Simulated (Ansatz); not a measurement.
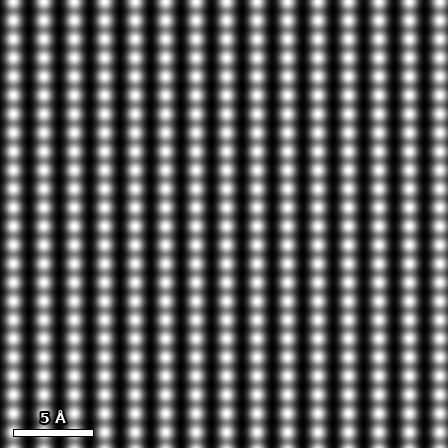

HAADF-like image of Co (P6_3/mmc, No. 194). The image is simulated as a sum over atoms of Z^1.7, blurred by a 0.81 Å probe (no channelling). The probe carries 25 % of its weight in a tail 2.5 times as wide. The display is stretched by a gamma of 0.8; percentages refer to the linear signal. Structure used: the input geometry of an electronic-structure calculation (not necessarily at equilibrium); the starting structure was generated, so it need not be a known form of this composition.

```cif
data_structure
_symmetry_space_group_name_H-M 'P6_3/mmc'
_symmetry_Int_Tables_number 194
_cell_length_a 2.3903
_cell_length_b 2.3903
_cell_length_c 7.7809
_cell_angle_alpha 90.000
_cell_angle_beta 90.000
_cell_angle_gamma 120.000
_cell_volume 38.50
loop_
_atom_site_label
_atom_site_type_symbol
_atom_site_symmetry_multiplicity
_atom_site_Wyckoff_symbol
_atom_site_fract_x
_atom_site_fract_y
_atom_site_fract_z
_atom_site_occupancy
Co1 Co 2 a 0.00000 0.00000 0.00000 1
Co2 Co 2 c 0.33333 0.66667 0.25000 1
```

### Which beam direction gives this image, [210], [421], [311] or [310]? (Directions equivalent by symmetry count as one.)

[210]. The projected cells are 1.20 × 1.95 Å, 90° for [210]; 1.85 × 1.85 Å, 100° for [421]; 1.92 × 2.10 Å, 108° for [311]; 0.78 × 7.78 Å, 90° for [310], and the image repeats as the [210] one does.
